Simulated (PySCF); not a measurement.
CH2F4Si, SMILES FC[Si](F)(F)F, singlet at its B3LYP/def2-SVP optimised geometry (Å):

```
8

F      1.4721    -1.4102    -0.0126
C      0.9990    -0.1088     0.0000
Si    -0.8721    -0.1088     0.0000
F     -1.4696    -0.8384     1.2964
F     -1.3947     1.4102     0.0000
F     -1.4721    -0.8411    -1.2937
H      1.3824     0.4340    -0.8835
H      1.3804     0.4156     0.8954
```

Level of theory: PySCF with B3LYP/def2-TZVP. Cells within 0.4 Å of a nucleus heavier than hydrogen are left out (blank, or x).

Map of the HOMO amplitude (bohr^(-3/2)), clipped to [-0.25, 0.25] on the plane z = 0.0 Å; orbital energy -9.60 eV, overall sign arbitrary:

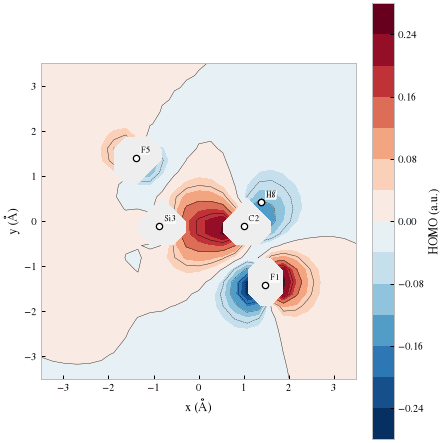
Figure: HOMO amplitude (bohr^(-3/2)), clipped to [-0.25, 0.25] on the plane z = 0.0 Å.
